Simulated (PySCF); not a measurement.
B(F)2(I), BF2I, SMILES FB(F)I at its PBE0/def2-SVP optimised geometry (Å):

```
4

B     -0.7287     0.0008     0.0000
F     -1.3940     1.1282     0.0000
F     -1.3911    -1.1282    -0.0001
I      1.3940     0.0008     0.0000
```

Computed with PBE0/def2-TZVP, def2 effective core potentials past Kr run with PySCF 2.14.0. The core electrons that the potentials of I replace are not part of the density. Cells within 0.4 Å of a nucleus heavier than hydrogen are left out (blank, or x).

Map of the log10 of the electron density (e/bohr³), floored at −4 on the plane z = 0.0 Å:

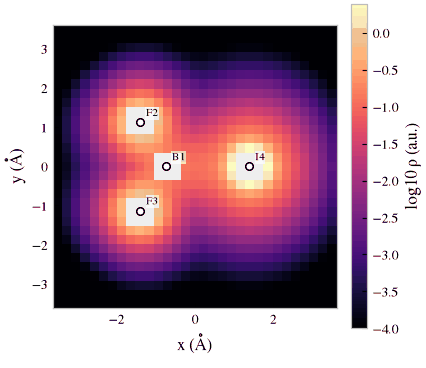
Figure: Log10 of the electron density (e/bohr³), floored at −4 on the plane z = 0.0 Å.
